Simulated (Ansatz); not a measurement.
# Al (Fm-3m, 1 atom in the cell): relaxing the cell for a phonon run

Aim: bring Al (Fm-3m, 1 atom in the cell) to small forces and stress, as phonons need.

Calculated with Ansatz 0.2.0; DFT LDA, scalar-relativistic, plane waves, norm-conserving pseudopotentials.

The experiments to compare with:

“The interpretation of polycrystalline coherent inelastic neutron scattering from aluminium” (2013, pmc:3831299) quotes from earlier work for Al, face-centred cubic (bulk crystal): lattice constant a (cubic lattice constant) 4.0495 Å [literature comparison value; measurement temperature not stated].

This is a report of a sequence of runs, with most program output left out.

### Step 1. Starting point

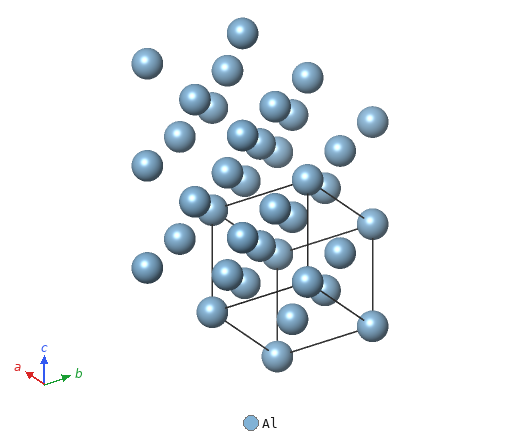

The cell as given, from a free direction (aluminium light blue). 2×1×2 cells are drawn. This picture shows the conventional cell, with its axes. Some periodic images of atoms are drawn too.

### Step 2. Probe on a coarse mesh

First a cheap look: the gap decides the mesh and the occupations, the pressure tells how far the cell has to move.

Contents of input.yaml:

```yaml
crystal:
  lattice:
    - [0.0, 2.024805, 2.024805]
    - [2.024805, 0.0, 2.024805]
    - [2.024805, 2.024805, 0.0]
  atoms:
    - { symbol: Al, position: [0.0, 0.0, 0.0] }
kpoints:
  mp_grid: { grid: [8, 8, 8] }
hamiltonian:
  xc: lda
  pseudopotentials: { kind: nc }
scf:
  occupations: { method: gaussian, width: 0.1 }
output:
  forces: true
  stress: true
  eigenvalues: true
```

Command:

```console
ansatz run input.yaml --threads 4 --pin off --max-ram 10240MiB --backend cpu --events-out ev --progress --plain --runs-dir out
```

Run time: 0.14 s. Hardware: 4 threads of Arm Neoverse V2, shared host; peak memory 0.21 GiB.

This step gave:

```
pressure          : -3.954 GPa
volume per atom   : 16.60 Å³
gap on the k-mesh : 0 eV
```

The coarse mesh shows no gap and a pressure of -4.0 GPa.

### Step 3. Bringing the structure to rest

The cell and atoms are relaxed, since residual forces and stress would shift the frequencies.

input.yaml, the sections that differ from step 2:

```yaml
kpoints:
  mp_grid: { grid: [18, 18, 18] }
relax:
  adjacent_minimum: "off"
  f_tol: 0.005
  max_steps: 80
  cell: { stress_tol: 0.05 }
# crystal, hamiltonian, scf, output: as in step 2
```

Elapsed: 2 s, on 4 threads; peak memory 0.29 GiB; 7.2 s of CPU time.

Relaxation path:

```
step  energy less that of the first step (eV)  largest force component (eV/Å)  pressure (GPa)  volume (Å³)
   1                                   0.0000                          0.0000           -3.86        16.60
   2                                  -0.0107                          0.0000            0.41        15.67
   3                                  -0.0108                          0.0000           -0.04        15.75
  4*                                  -0.0108                          0.0000           -0.03        15.75
```

Relaxation steps marked * repeat the geometry before them on a plane-wave basis chosen anew for their cell, so energy and pressure can jump there.

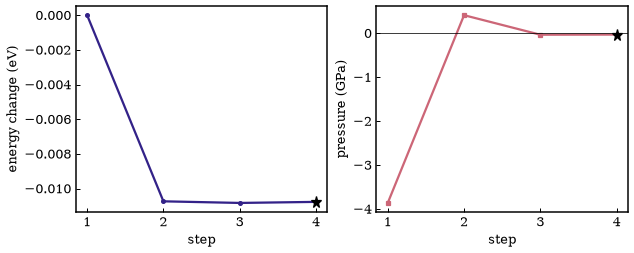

Energy and pressure along the relaxation. Stars mark steps on a basis chosen anew.

```
conventional cell, symmetrised  before  after  change
                         a (Å)   4.050  3.979  -1.7 %
                         b (Å)   4.050  3.979  -1.7 %
                         c (Å)   4.050  3.979  -1.7 %
              volume (Å³/atom)   16.60  15.75  -5.1 %
```

Final coordinates:

```cif
data_structure
_symmetry_space_group_name_H-M 'P 1'
_symmetry_Int_Tables_number 1
_cell_length_a 2.8139
_cell_length_b 2.8139
_cell_length_c 2.8139
_cell_angle_alpha 60.000
_cell_angle_beta 60.000
_cell_angle_gamma 60.000
_cell_volume 15.75
loop_
_atom_site_label
_atom_site_type_symbol
_atom_site_fract_x
_atom_site_fract_y
_atom_site_fract_z
_atom_site_occupancy
Al1 Al 0.00000 0.00000 0.00000 1
```

This step gave:

| Quantity | Value |
| --- | --- |
| pressure | -0.03238 GPa |
| volume per atom | 15.75 Å³ |

In this step the volume went from 16.60 to 15.75 Å³/atom.

### Step 4. Relaxing to small forces for the phonons

Phonons need a cell at rest on their own settings, so the relaxation is repeated with tight tolerances on forces and stress on the k mesh and occupations of the first response run.

input.yaml, the sections that differ from step 3:

```yaml
crystal:
  lattice:
    - [0.0, 1.9897185741, 1.9897185741]
    - [1.9897185741, 0.0, 1.9897185741]
    - [1.9897185741, 1.9897185741, 0.0]
  atoms:
    - { symbol: Al, position: [0.0, 0.0, 0.0] }
kpoints:
  mp_grid: { grid: [20, 20, 20] }
scf:
  occupations: { method: methfessel_paxton, width: 0.2 }
relax:
  adjacent_minimum: "off"
  f_tol: 0.001
  max_steps: 60
  cell: { stress_tol: 0.01 }
# hamiltonian, output: as in step 3
```

Run time: 1.8 s. Hardware: 4 threads; peak memory 0.3 GiB.

Little changed from the start: no atom moved by 0.005 Å and no cell edge by 0.1 %.

Numbers from this step:

```
pressure        : -0.002712 GPa
volume per atom : 15.73 Å³
```

The forces vanish by symmetry and the pressure is -0.003 GPa, within the tolerances set. The cell now holds 15.73 Å³/atom.

### Step 5. Summary of results

- space group after relaxation (within 0.01 Å): Fm-3m
- lattice constant a: 3.978 Å
- lattice constant b: 3.978 Å
- lattice constant c: 3.978 Å
- volume per atom: 15.7 Å³

What this shows: The forces vanish by symmetry and the pressure is -0.003 GPa, within the tolerances set. The cell now holds 15.73 Å³/atom. The relaxation keeps the symmetry of its start, so it says nothing on stability against lower symmetry.

Computed beside measured:

| quantity | measured | LDA norm-conserving |
| --- | --- | --- |
| lattice constant a (Å) | 4.0495 | 3.978 (-1.8 %) |

Measured values from pmc:3831299 (2013).

Verdict: The lattice constant a is off by -1.8 %: a clear miss. The grades are ours: good and fair within 0.7 and 1.5 % for the lattice constant a. For lattice constants the calculation has a static lattice, without zero-point motion or thermal expansion.

[Logs are printed without paths, hosts, clocks, repeated set-up lines and the standing remarks that a program may print on its own settings, such as how far it seeks lower states.]

[Hosts, paths, dates, database ids (printed as entryN), source tags and the programs' standing remarks are cut or masked in the printed files.]
